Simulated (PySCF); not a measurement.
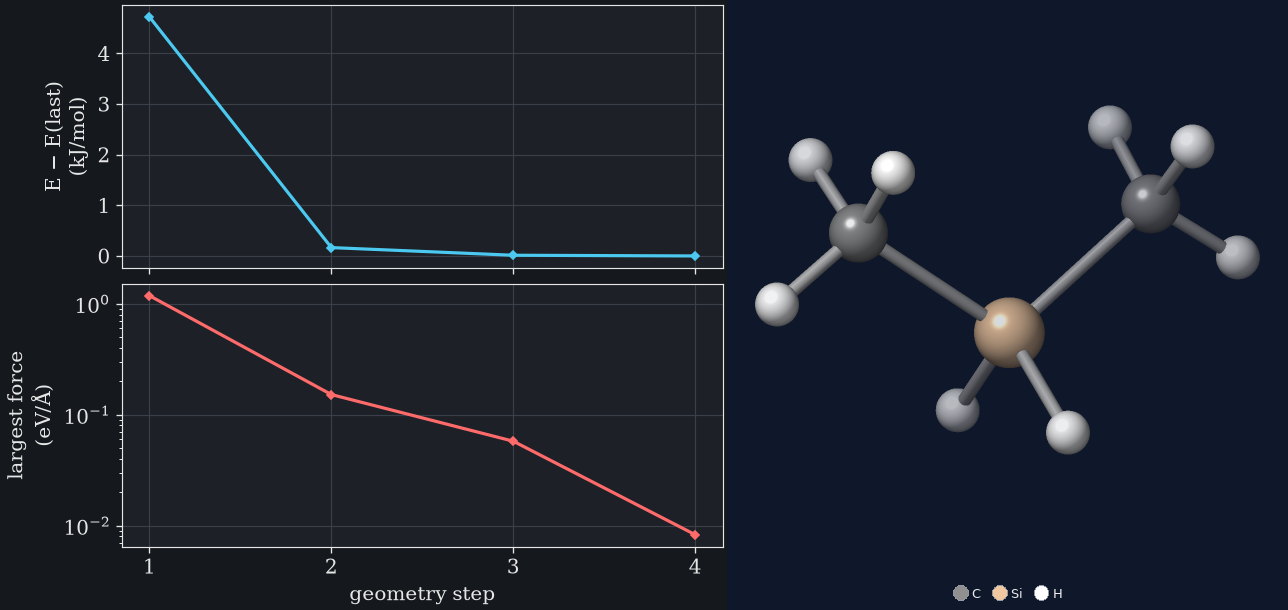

Beside the plot: the molecule at the start.

History of a geometry optimisation.

System: dimethylsilane (SMILES C[SiH2]C).
Method: PBE0-D3(BJ)/def2-SVP, geometry optimisation in PySCF.

How did the optimisation end?

Answer. The optimisation met its thresholds at geometry 4, counting the start as the first. The energy fell by about 4.7 kJ/mol from the first step to the last. The largest force goes from about 1.2 eV/Å at the start to 8 × 10⁻³ eV/Å at the end.
